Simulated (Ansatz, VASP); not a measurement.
# SrTiO3 (Tausonite) in two plane-wave programs

Wanted: the spread between two codes on one cell, functional and k mesh. The cell comes out of earlier VASP steps on this material, which relaxed, scaled or displaced it; both programs get it as it stands.

Method: plane waves, with VASP 6.6.1 beside it; zone-centre phonons at PBE and elastic constants at PBE, in Ansatz 0.2.0.

## (1) Starting point

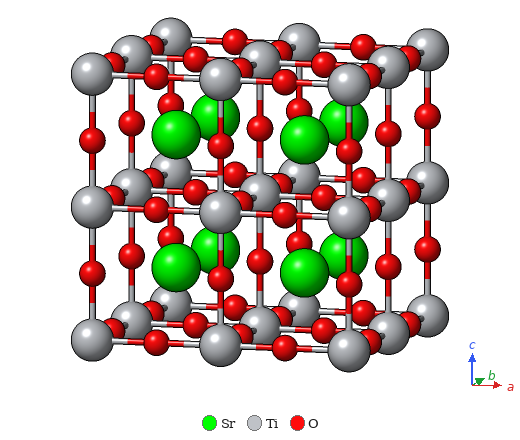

The starting structure, seen slightly off an axis (strontium green, titanium light grey, oxygen red). 2×2×2 cells are drawn. Some periodic images of atoms are drawn too.

## (2) VASP: zone-centre phonons, PBE

Second derivatives magnify differences that forces hide, and they need a tight electronic threshold.

Lines of VASP's logs that name or quote its potential files are left out, and so is its time.

The input, INCAR:

```
SYSTEM = SrTiO3
PREC = Accurate
ENCUT = 520
EDIFF = 1E-08
NELM = 100
ISMEAR = 0
SIGMA = 0.05
LREAL = .FALSE.
ALGO = Normal
GGA = PE
NBANDS = 26
LORBIT = 11
LWAVE = .FALSE.
LCHARG = .FALSE.
KPAR = 4
IBRION = 8
LEPSILON = .TRUE.
ISIF = 2
```

The input, POSCAR:

```
SrTiO3
1.0
    3.9410981966      0.0000000000      0.0000000000
    0.0000000000      3.9410981966      0.0000000000
    0.0000000000      0.0000000000      3.9410981966
Sr Ti O
1 1 3
Direct
    0.5000000000      0.5000000000      0.5000000000
    0.0000000000      0.0000000000      0.0000000000
    0.5000000000      0.0000000000      0.0000000000
    0.0000000000      0.5000000000      0.0000000000
    0.0000000000      0.0000000000      0.5000000000
```

The input, KPOINTS:

```
Automatic mesh
0
Gamma
7 7 7
0 0 0
```

PAW data sets: Sr_sv, Ti_sv and O (PBE family, release 64).

Launch:

```bash
$ mpirun -np 4 vasp_std
```

Numbers of over 12 decimals in the logs are rounded to 6 here.

The program printed:

```text
[banner, memory and clock lines left out]
running    4 mpi-ranks, on    1 nodes
 distrk:  each k-point on    1 cores,    4 groups
 distr:  one band on    1 cores,    1 groups

 POSCAR found type information on POSCAR SrTiO
 POSCAR found :  3 types and       5 ions
 LDA part: xc-table for (Slater+PW92), standard interpolation
 POSCAR, INCAR and KPOINTS ok, starting setup
 FFT: planning ... GRIDC
 FFT: planning ... GRID_SOFT
 FFT: planning ... GRID
 WAVECAR not read
 entering main loop
       N       E                     dE             d eps       ncg     rms          rms(c)
DAV:   1     0.435009073237E+03    0.43501E+03   -0.21008E+04  1040   0.166E+03
DAV:   2    -0.768472573916E+01   -0.44269E+03   -0.42877E+03  1240   0.455E+02
DAV:   3    -0.479565963519E+02   -0.40272E+02   -0.40075E+02  1198   0.141E+02
DAV:   4    -0.504658258229E+02   -0.25092E+01   -0.25057E+01  1736   0.296E+01
DAV:   5    -0.505156998685E+02   -0.49874E-01   -0.49848E-01  1382   0.343E+00    0.257E+01
DAV:   6    -0.401280924477E+02    0.10388E+02   -0.61263E+01  1534   0.685E+01    0.145E+01
DAV:   7    -0.401896342017E+02   -0.61542E-01   -0.92537E+00  1352   0.226E+01    0.104E+01
DAV:   8    -0.401441144891E+02    0.45520E-01   -0.16463E+00  1282   0.127E+01    0.292E+00
DAV:   9    -0.401135107694E+02    0.30604E-01   -0.35671E-01  1396   0.506E+00    0.107E+00
DAV:  10    -0.401135944657E+02   -0.83696E-04   -0.13968E-01  1224   0.250E+00    0.883E-01
DAV:  11    -0.401032695844E+02    0.10325E-01   -0.42016E-02  1586   0.183E+00    0.146E-01
DAV:  12    -0.401033088549E+02   -0.39270E-04   -0.17493E-03  1296   0.380E-01    0.124E-01
DAV:  13    -0.401033995344E+02   -0.90680E-04   -0.34686E-04  1650   0.244E-01    0.112E-01
DAV:  14    -0.401032256494E+02    0.17388E-03   -0.12054E-03  1464   0.225E-01    0.375E-02
DAV:  15    -0.401032306794E+02   -0.50299E-05   -0.59570E-05  1346   0.539E-02    0.286E-02
DAV:  16    -0.401032227391E+02    0.79402E-05   -0.42481E-05  1454   0.558E-02    0.155E-02
DAV:  17    -0.401032229773E+02   -0.23818E-06   -0.72556E-06  1316   0.272E-02    0.147E-02
DAV:  18    -0.401032229145E+02    0.62785E-07   -0.78442E-07  1318   0.733E-03    0.105E-02
DAV:  19    -0.401032227597E+02    0.15482E-06   -0.51237E-07  1226   0.491E-03    0.383E-03
DAV:  20    -0.401032227468E+02    0.12891E-07   -0.29629E-07  1544   0.670E-03    0.176E-03
DAV:  21    -0.401032226360E+02    0.11081E-06   -0.64977E-08  1324   0.256E-03    0.566E-04
DAV:  22    -0.401032225970E+02    0.38986E-07   -0.59131E-09   626   0.601E-04    0.228E-04
DAV:  23    -0.401032225929E+02    0.41246E-08   -0.16348E-09   624   0.270E-04
   1 F= -.40103223E+02 E0= -.40103223E+02  d E =-.169927E-15
 Linear response reoptimize wavefunctions to high precision
DAV:   1    -0.401032226017E+02   -0.87994E-08   -0.96469E-10   624   0.227E-04
DAV:   2    -0.401032226017E+02    0.95497E-11   -0.30337E-10   620   0.120E-04
 Linear response G [H, r] |phi>, progress :
  Direction:   1
       N       E                     dE             d eps       ncg     rms
RMM:   1    -0.167912483670E+03   -0.16791E+03   -0.24947E+03  1526   0.682E+02
RMM:   2    -0.135021531634E+03    0.32891E+02   -0.95767E+01  1844   0.647E+01
RMM:   3    -0.137524881630E+03   -0.25033E+01   -0.24288E+01  2428   0.211E+01
RMM:   4    -0.138293354717E+03   -0.76847E+00   -0.76929E+00  2592   0.986E+00
RMM:   5    -0.138570356504E+03   -0.27700E+00   -0.27387E+00  2651   0.551E+00
RMM:   6    -0.138706849803E+03   -0.13649E+00   -0.14956E+00  2669   0.335E+00
RMM:   7    -0.138766866260E+03   -0.60016E-01   -0.71246E-01  2696   0.215E+00
RMM:   8    -0.138792654044E+03   -0.25788E-01   -0.42477E-01  2700   0.144E+00
RMM:   9    -0.138803676409E+03   -0.11022E-01   -0.16584E-01  2679   0.994E-01
RMM:  10    -0.138813639423E+03   -0.99630E-02    0.12027E-02  2665   0.713E-01
RMM:  11    -0.138820286443E+03   -0.66470E-02   -0.17455E-02  2612   0.513E-01
RMM:  12    -0.138825422871E+03   -0.51364E-02    0.37232E-02  2560   0.387E-01
RMM:  13    -0.138828184268E+03   -0.27614E-02    0.26440E-02  2546   0.294E-01
RMM:  14    -0.138830944680E+03   -0.27604E-02    0.16628E-02  2512   0.234E-01
RMM:  15    -0.138831412926E+03   -0.46825E-03    0.38662E-02  2502   0.185E-01
RMM:  16    -0.138833621352E+03   -0.22084E-02    0.18500E-02  2484   0.145E-01
RMM:  17    -0.138832926982E+03    0.69437E-03    0.32874E-02  2479   0.122E-01
RMM:  18    -0.138834279296E+03   -0.13523E-02    0.60238E-03  2461   0.105E-01
RMM:  19    -0.138833872838E+03    0.40646E-03    0.27027E-02  2451   0.904E-02
RMM:  20    -0.138834873331E+03   -0.10005E-02    0.10236E-02  2439   0.794E-02
RMM:  21    -0.138834669634E+03    0.20370E-03    0.17090E-02  2445   0.712E-02
RMM:  22    -0.138835226020E+03   -0.55639E-03    0.74047E-03  2406   0.647E-02
RMM:  23    -0.138835076732E+03    0.14929E-03    0.14321E-02  2419   0.593E-02
RMM:  24    -0.138835519729E+03   -0.44300E-03    0.37882E-03  2392   0.551E-02
[...]
Degree of freedom:   1/  4
       N       E                     dE             d eps       ncg     rms          rms(c)
RMM:   1    -0.291293492667E+00   -0.29129E+00    0.32313E-01  3599   0.285E+00
RMM:   2    -0.293984822504E+00   -0.26913E-02   -0.37999E-02  4238   0.700E-01    0.280E-01
[...]
RMM:   1    -0.809682722290E+00   -0.80968E+00    0.41138E+00  2216   0.939E+01
RMM:   2    -0.780769236329E+00    0.28913E-01   -0.15267E-01  3465   0.300E+00    0.268E-01
RMM:   3    -0.778879548446E+00    0.18897E-02   -0.27084E-02  4133   0.748E-01    0.140E-01
RMM:   4    -0.778685605248E+00    0.19394E-03   -0.14309E-02  4646   0.371E-01    0.309E-02
RMM:   5    -0.779456928174E+00   -0.77132E-03   -0.16324E-03  4918   0.141E-01    0.185E-02
RMM:   6    -0.780288531187E+00   -0.83160E-03   -0.21244E-04  4698   0.620E-02    0.550E-03
RMM:   7    -0.780411871529E+00   -0.12334E-03   -0.76127E-05  4914   0.315E-02    0.265E-03
RMM:   8    -0.780387981422E+00    0.23890E-04   -0.34233E-05  4998   0.185E-02    0.153E-03
RMM:   9    -0.780403972164E+00   -0.15991E-04   -0.17078E-05  4997   0.112E-02    0.821E-04
RMM:  10    -0.780394263558E+00    0.97086E-05   -0.11038E-05  5003   0.754E-03    0.252E-04
RMM:  11    -0.780389062431E+00    0.52011E-05   -0.61709E-06  5128   0.528E-03    0.196E-04
RMM:  12    -0.780390154581E+00   -0.10922E-05   -0.48865E-06  5103   0.392E-03    0.141E-04
RMM:  13    -0.780392519610E+00   -0.23650E-05   -0.50971E-06  5005   0.310E-03    0.525E-05
RMM:  14    -0.780391574331E+00    0.94528E-06   -0.30154E-06  5199   0.256E-03    0.543E-05
[...]
RMM:  21    -0.780391917635E+00   -0.16497E-06   -0.21774E-06  4921   0.137E-03    0.328E-05
RMM:  22    -0.780391946216E+00   -0.28581E-07   -0.21745E-06  5208   0.130E-03    0.454E-05
RMM:  23    -0.780392014854E+00   -0.68638E-07   -0.17815E-06  5277   0.125E-03    0.534E-05
RMM:  24    -0.780392071545E+00   -0.56690E-07   -0.18725E-06  5370   0.120E-03    0.569E-05
RMM:  25    -0.780392084003E+00   -0.12458E-07   -0.19503E-06  5238   0.117E-03    0.662E-05
RMM:  26    -0.780392127819E+00   -0.43816E-07   -0.16666E-06  5253   0.114E-03    0.673E-05
RMM:  27    -0.780392170281E+00   -0.42462E-07   -0.15190E-06  5364   0.111E-03    0.696E-05
RMM:  28    -0.780392202148E+00   -0.31866E-07   -0.14411E-06  5265   0.109E-03    0.735E-05
 first order change of Fermi-energy  -0.31898E-02
 force on displaced ion       2 direction 1 :  -0.755   0.000  -0.000
 Born effective charge ion    2 direction 1 :   7.388   0.000   0.000
 Linear response progress:
  Degree of freedom:   3/  4
       N       E                     dE             d eps       ncg     rms          rms(c)
RMM:   1    -0.382704128157E+00   -0.38270E+00    0.25001E-01  4422   0.334E+00
RMM:   2    -0.371659616648E+00    0.11045E-01   -0.16599E-02  3901   0.809E-01    0.170E-01
RMM:   3    -0.373996945280E+00   -0.23373E-02   -0.66401E-03  4165   0.325E-01    0.909E-02
RMM:   4    -0.376237309070E+00   -0.22404E-02   -0.26775E-03  4215   0.219E-01    0.307E-02
RMM:   5    -0.376620379601E+00   -0.38307E-03   -0.63089E-04  4867   0.944E-02    0.101E-02
RMM:   6    -0.376688142145E+00   -0.67763E-04   -0.23203E-04  4947   0.455E-02    0.571E-03
RMM:   7    -0.376677722205E+00    0.10420E-04   -0.53595E-05  4842   0.241E-02    0.221E-03
RMM:   8    -0.376663413561E+00    0.14309E-04   -0.28839E-05  4745   0.140E-02    0.547E-04
RMM:   9    -0.376666729204E+00   -0.33156E-05   -0.14992E-05  5108   0.789E-03    0.526E-04
RMM:  10    -0.376670262467E+00   -0.35333E-05    0.11031E-07  4827   0.496E-03    0.180E-04
RMM:  11    -0.376668909120E+00    0.13533E-05   -0.34928E-06  5009   0.308E-03    0.127E-04
RMM:  12    -0.376668825196E+00    0.83924E-07   -0.13147E-06  5139   0.203E-03    0.134E-04
RMM:  13    -0.376668892420E+00   -0.67224E-07   -0.10465E-06  5310   0.140E-03    0.174E-04
RMM:  14    -0.376667097669E+00    0.17948E-05    0.18234E-07  4851   0.111E-03    0.256E-04
[...]
RMM:  27    -0.376670159208E+00    0.13176E-06   -0.95629E-08  5213   0.507E-04    0.103E-04
RMM:  28    -0.376669900934E+00    0.25827E-06   -0.66945E-08  5122   0.510E-04    0.691E-05
RMM:  29    -0.376669634946E+00    0.26599E-06   -0.97408E-08  5161   0.509E-04    0.351E-05
RMM:  30    -0.376669536677E+00    0.98270E-07   -0.28690E-08  5303   0.499E-04    0.228E-05
RMM:  31    -0.376669443770E+00    0.92906E-07   -0.19498E-07  5236   0.495E-04    0.113E-05
RMM:  32    -0.376669394069E+00    0.49701E-07    0.15231E-08  5320   0.493E-04    0.421E-06
RMM:  33    -0.376669384747E+00    0.93214E-08   -0.28171E-07  5397   0.490E-04    0.315E-06
RMM:  34    -0.376669384079E+00    0.66840E-09    0.12805E-08  5136   0.488E-04    0.292E-06
 first order change of Fermi-energy   0.81354E-03
 force on displaced ion       3 direction 1 :  -9.672  -0.000  -0.000
 Born effective charge ion    3 direction 1 :  -5.885   0.000   0.000
 Linear response progress:
  Degree of freedom:   4/  4
       N       E                     dE             d eps       ncg     rms          rms(c)
RMM:   1    -0.374230440244E+00   -0.37423E+00    0.22859E-01  6559   0.281E+00
RMM:   2    -0.366760449157E+00    0.74700E-02   -0.15891E-02  6102   0.496E-01    0.156E-01
RMM:   3    -0.368454727509E+00   -0.16943E-02   -0.24579E-03  6725   0.189E-01    0.863E-02
RMM:   4    -0.370214218894E+00   -0.17595E-02   -0.92394E-04  6625   0.134E-01    0.190E-02
RMM:   5    -0.370248293827E+00   -0.34075E-04   -0.29448E-04  7952   0.544E-02    0.760E-03
RMM:   6    -0.370294729078E+00   -0.46435E-04   -0.10794E-04  8260   0.289E-02    0.440E-03
RMM:   7    -0.370286452384E+00    0.82767E-05   -0.47449E-05  8341   0.183E-02    0.329E-03
RMM:   8    -0.370297813744E+00   -0.11361E-04   -0.31840E-05  8207   0.131E-02    0.120E-03
RMM:   9    -0.370302644725E+00   -0.48310E-05   -0.47117E-05  8341   0.936E-03    0.416E-04
RMM:  10    -0.370303628170E+00   -0.98345E-06   -0.11553E-05  8558   0.688E-03    0.697E-04
RMM:  11    -0.370304698304E+00   -0.10701E-05   -0.14412E-05  8590   0.501E-03    0.781E-04
RMM:  12    -0.370305006489E+00   -0.30819E-06   -0.47487E-06  8691   0.377E-03    0.113E-03
RMM:  13    -0.370305024130E+00   -0.17641E-07   -0.41410E-06  8427   0.291E-03    0.140E-03
RMM:  14    -0.370305609662E+00   -0.58553E-06   -0.25392E-06  8534   0.237E-03    0.150E-03
RMM:  15    -0.370305871481E+00   -0.26182E-06   -0.31794E-06  8313   0.196E-03    0.139E-03
RMM:  16    -0.370306242013E+00   -0.37053E-06   -0.78217E-07  8559   0.163E-03    0.129E-03
 first order change of Fermi-energy   0.38992E-02
 force on displaced ion       3 direction 2 :   0.000  -4.063   0.000
 Born effective charge ion    3 direction 2 :   0.000  -2.025   0.000
 Born effective charges drift removed
 Linear response finished
```

(Continued in part 2 of 3.)

[Lines on the potential files, build, host, timing and source positions are cut from VASP's logs without a mark.]

[Logs are printed without paths, hosts, clocks, repeated set-up lines and the standing remarks that a program may print on its own settings, such as how far it seeks lower states.]

[Hosts, paths, dates, database ids (printed as entryN), source tags and the programs' standing remarks are cut or masked in the printed files.]
